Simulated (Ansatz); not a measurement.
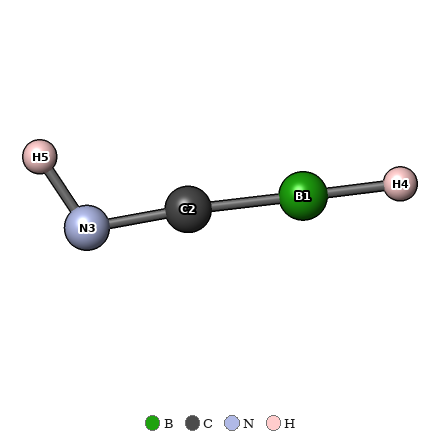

The system is CH₂BN, SMILES B=C=N; the picture shows the reference structure. 
- First axis: bond length B1–C2. Second axis: bond length B1–H4.
- Nothing is relaxed (all other coordinates rigid).
- The scan uses a 15 × 15 grid.
- Points are written as (first, second).
- All energies are given in eV relative to the lowest grid point.
- The reference is spin-restricted, which grows unreliable where a bond is stretched far.
- These are results of Ansatz 0.2.0, RHF/def2-TZVP, not measurements.

Its coordinates:

```xyz
5

B    -0.7200    0.5754   -0.7375
C     0.0235   -0.2372    0.0831
N     0.6391   -1.0182    0.7917
H    -1.3447    1.2689   -1.4298
H     1.4022   -0.5890    1.2925
```

Range: bond length B1–C2 from 1.126 to 2.060 Å; bond length B1–H4 from 0.976 to 1.511 Å.

> Predict the map.

The lowest grid point is at (1.393 Å, 1.167 Å). No other kind of well shows on this grid. The highest grid point, (2.060 Å, 1.511 Å), lies 5.88 eV above the lowest. Round the minimum the two coordinates are nearly uncoupled.

| bond length B1–H4 ↓, bond length B1–C2 → | 1.126 | 1.193 | 1.260 | 1.326 | 1.393 | 1.460 | 1.527 | 1.593 | 1.660 | 1.727 | 1.793 | 1.860 | 1.927 | 1.994 | 2.060 |
| --- | --- | --- | --- | --- | --- | --- | --- | --- | --- | --- | --- | --- | --- | --- | --- |
| 1.511 | 3.63 | 2.27 | 1.48 | 1.13 | 1.08 | 1.25 | 1.58 | 2.02 | 2.53 | 3.09 | 3.66 | 4.24 | 4.81 | 5.37 | 5.88 |
| 1.473 | 3.46 | 2.09 | 1.31 | 0.95 | 0.90 | 1.07 | 1.40 | 1.84 | 2.35 | 2.91 | 3.48 | 4.06 | 4.64 | 5.19 | 5.70 |
| 1.434 | 3.29 | 1.92 | 1.13 | 0.78 | 0.73 | 0.90 | 1.23 | 1.66 | 2.17 | 2.73 | 3.30 | 3.89 | 4.46 | 5.01 | 5.53 |
| 1.396 | 3.13 | 1.76 | 0.98 | 0.62 | 0.57 | 0.74 | 1.07 | 1.50 | 2.01 | 2.57 | 3.14 | 3.72 | 4.30 | 4.85 | 5.37 |
| 1.358 | 2.99 | 1.62 | 0.83 | 0.47 | 0.42 | 0.59 | 0.92 | 1.35 | 1.86 | 2.42 | 2.99 | 3.58 | 4.15 | 4.71 | 5.22 |
| 1.320 | 2.86 | 1.49 | 0.70 | 0.34 | 0.29 | 0.46 | 0.79 | 1.22 | 1.73 | 2.29 | 2.86 | 3.44 | 4.02 | 4.57 | 5.09 |
| 1.282 | 2.75 | 1.38 | 0.59 | 0.23 | 0.18 | 0.34 | 0.67 | 1.11 | 1.62 | 2.17 | 2.75 | 3.33 | 3.91 | 4.46 | 4.98 |
| 1.243 | 2.66 | 1.29 | 0.50 | 0.14 | 0.08 | 0.25 | 0.58 | 1.01 | 1.53 | 2.08 | 2.65 | 3.24 | 3.82 | 4.37 | 4.89 |
| 1.205 | 2.61 | 1.23 | 0.44 | 0.08 | 0.02 | 0.19 | 0.52 | 0.95 | 1.47 | 2.02 | 2.59 | 3.18 | 3.76 | 4.31 | 4.83 |
| 1.167 | 2.58 | 1.21 | 0.42 | 0.06 | 0.00 | 0.17 | 0.50 | 0.93 | 1.44 | 2.00 | 2.57 | 3.15 | 3.73 | 4.29 | 4.81 |
| 1.129 | 2.60 | 1.22 | 0.43 | 0.07 | 0.02 | 0.18 | 0.51 | 0.94 | 1.46 | 2.01 | 2.58 | 3.17 | 3.75 | 4.31 | 4.82 |
| 1.091 | 2.66 | 1.29 | 0.50 | 0.14 | 0.08 | 0.25 | 0.58 | 1.01 | 1.52 | 2.08 | 2.65 | 3.24 | 3.82 | 4.37 | 4.89 |
| 1.053 | 2.79 | 1.42 | 0.63 | 0.27 | 0.21 | 0.38 | 0.71 | 1.14 | 1.65 | 2.21 | 2.78 | 3.37 | 3.94 | 4.50 | 5.02 |
| 1.014 | 2.99 | 1.62 | 0.83 | 0.47 | 0.41 | 0.58 | 0.91 | 1.34 | 1.86 | 2.41 | 2.99 | 3.57 | 4.15 | 4.71 | 5.23 |
| 0.976 | 3.27 | 1.90 | 1.11 | 0.75 | 0.70 | 0.87 | 1.20 | 1.63 | 2.14 | 2.70 | 3.27 | 3.86 | 4.44 | 5.00 | 5.52 |

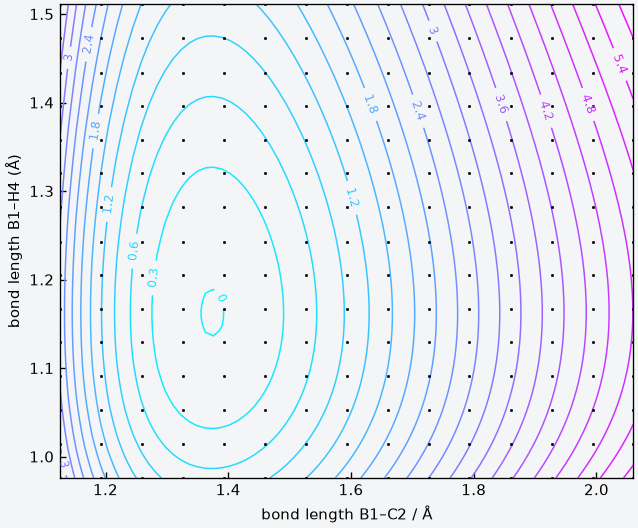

Drawn: contour lines labelled in eV, dots at the grid points. Between grid points the surface is interpolated.

Each point was launched as `ansatz run input.yaml --threads 1 --pin off --max-ram 2560MiB --backend cpu --events-out ev --progress --plain --runs-dir out`. Time for the 225 points that were run: 4.4 min on 1 thread of Arm Neoverse V2, with other jobs on the host.
